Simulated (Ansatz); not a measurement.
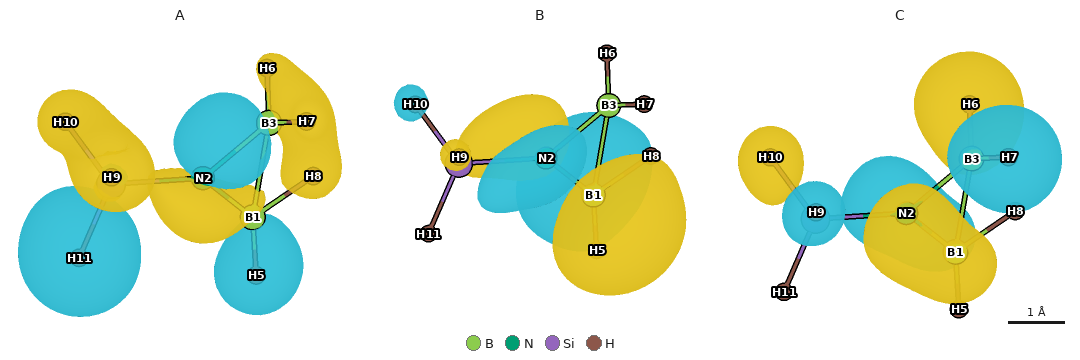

The picture shows: B$_{2}$H$_{7}$NSi. Three frontier orbitals at ±0.1 Å⁻³ᐟ² (yellow and cyan are the two phases), in no order.

Method: Ansatz, RKS B3LYP-D4/def2-SVP.

Input

```
crystal:
  periodic: [false, false, false]
  atoms:
    - { symbol: B, position_ang: [-0.8071, 1.0131, 0.7745] }
    - { symbol: "N", position_ang: [0.2848, 0.062, 0.5562] }
    - { symbol: B, position_ang: [-0.2595, -1.3599, 0.7398] }
    - { symbol: Si, position_ang: [0.9044, 0.2086, -1.1526] }
    - { symbol: H, position_ang: [-0.7119, 2.1718, 0.3937] }
    - { symbol: H, position_ang: [-1.04937, -0.89316, 0.01374] }
    - { symbol: H, position_ang: [0.5515, -2.2687, 0.6793] }
    - { symbol: H, position_ang: [-1.2968, -1.5694, 1.0996] }
    - { symbol: H, position_ang: [1.9213, -0.7442, -1.3571] }
    - { symbol: H, position_ang: [-0.2872, -0.0844, -2.0379] }
    - { symbol: H, position_ang: [1.3226, 1.5571, -1.3825] }
basis:
  gaussian: { orbitals: def2-SVP }
hamiltonian:
  xc: b3lyp
  dispersion: d4
relax:
  f_tol: 0.02
  max_steps: 50
output:
  orbitals: {}
```

Command:

```sh
ansatz run input.yaml --threads 2 --pin off --max-ram 3072MiB --backend cpu --events-out ev --progress --plain --runs-dir out
```

The fields are those of the run's last geometry, not of the input's.

> Which picture is the HOMO−1, the HOMO and the LUMO?

A is the HOMO−1 (−9.21 eV). It lies mainly on H11 (about 20 %), N2 (about 20 %), Si4 (about 20 %), B3 (about 10 %) and B1 (about 5 %). C is the HOMO (−7.44 eV). By Hirshfeld shares it lies mainly on N2 (about 30 %), B3 (about 20 %), H7 (about 15 %), H6 (about 15 %) and B1 (about 10 %). B is the LUMO (−0.79 eV). It lies mainly on B1 (about 55 %), N2 (about 20 %) and H5 (about 10 %).

> What is the HOMO–LUMO gap?

6.65 eV between the orbital energies.
